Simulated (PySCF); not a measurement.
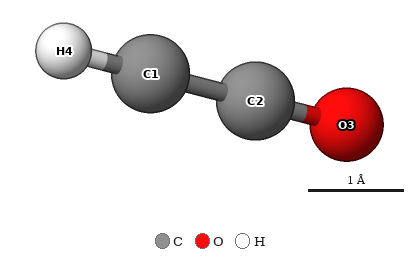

The starting structure (ball-and-stick view, seen at a tilt; atoms are numbered from 1 in the order of the input).

## Run report: C2HO (charge +1), geometry relaxation

The run: geometry relaxation of C2HO, charge +1, multiplicity 3. Method and program: PBE0-D3(BJ)/def2-SVP geometry optimisation, gas phase (PySCF 2.14.0).

## The program's output
```
step   0  E = -151.27686449  max force = 0.017345
step   1  E = -151.27756120  max force = 0.002011
step   2  E = -151.27756442  max force = 0.000314
optimisation converged
```

## Trajectory as extended XYZ (Å, eV, eV/Å), 3 frames, from step=0 to step=2
```
4
Properties=species:S:1:pos:R:3:forces:R:3 step=0 energy=-4116.45316
C     1.0893    0.0669   -0.3111    0.7641   0.0386  -0.0883
C    -0.2048    0.0071   -0.1611   -0.3838  -0.0211   0.0441
O    -1.3295   -0.0457   -0.0311   -0.8919  -0.0420   0.1030
H     2.1604    0.1151   -0.4336    0.5117   0.0244  -0.0588
4
Properties=species:S:1:pos:R:3:forces:R:3 step=1 energy=-4116.47211
C     1.0960    0.0685   -0.3118    0.1034   0.0071  -0.0113
C    -0.2175    0.0048   -0.1599   -0.0707  -0.0049   0.0078
O    -1.3481   -0.0502   -0.0295    0.0390   0.0003  -0.0046
H     2.1830    0.1198   -0.4360   -0.0717  -0.0025   0.0081
4
Properties=species:S:1:pos:R:3:forces:R:3 step=2 energy=-4116.47220
C     1.0968    0.0700   -0.3116   -0.0161   0.0013   0.0023
C    -0.2173    0.0035   -0.1600    0.0055  -0.0008  -0.0009
O    -1.3474   -0.0537   -0.0299    0.0023  -0.0017  -0.0004
H     2.1815    0.1232   -0.4356    0.0083   0.0013  -0.0010
```

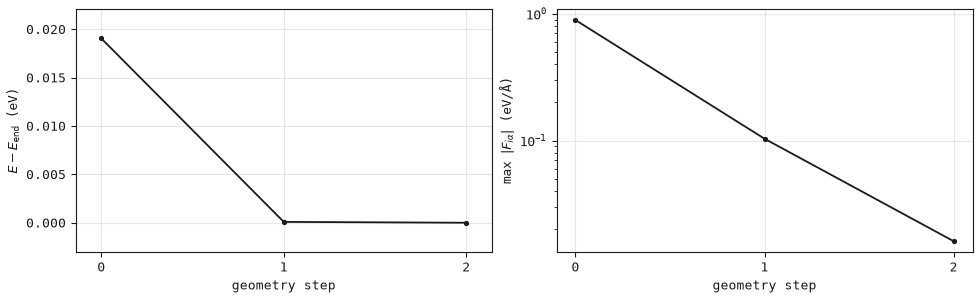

Progress of the relaxation, step by step (steps are counted from 0).

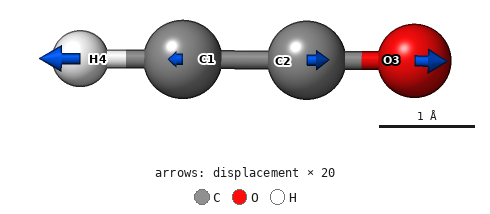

The starting structure with the displacements as blue arrows, magnified 20 times (ball-and-stick view, seen at a tilt). The two geometries are laid on each other by the best rigid fit. Over 2 geometry steps the energy falls by 0.019 eV. Largest force component: 0.89 eV/Å at the start, 0.016 eV/Å at the end. The atom that moves furthest after the best rigid fit is H4 (0.022 Å). By element the largest moves are H 0.022 Å, O 0.018 Å, C 0.012 Å. Among the contacts that change: C1–C2 1.304 → 1.325 Å, C1–H4 1.079 → 1.093 Å, C2–O3 1.133 → 1.139 Å. (Atoms are counted from 1 in the order of the input.)

The run was set up as follows.

## Input
```
{"job": {"xc": "PBE0", "basis": "def2-SVP", "d3": "d3bj", "grid": 1, "kind": "geom"}, "charge": 1, "multiplicity": 3}
C      1.089344     0.066888    -0.311142
C     -0.204831     0.007073    -0.161078
O     -1.329503    -0.045747    -0.031077
H      2.160419     0.115104    -0.433593
```

The first line tells a small driver script what to run in PySCF; the rest is the geometry in Å.

Launched with:
```bash
OMP_NUM_THREADS=1 python <driver script> task.json out
```

## Summary

```json
{"quantity": "outcome", "value": "converged"}
{"quantity": "total energy", "value": "−151.277564 hartree"}
{"quantity": "⟨S²⟩", "value": "2.028"}
{"quantity": "point group", "value": "Cinfv"}
{"quantity": "hardware", "value": "1 CPU thread, shared host"}
{"quantity": "wall time", "value": "3.6 s"}
{"quantity": "peak memory", "value": "0.4 GiB"}
```
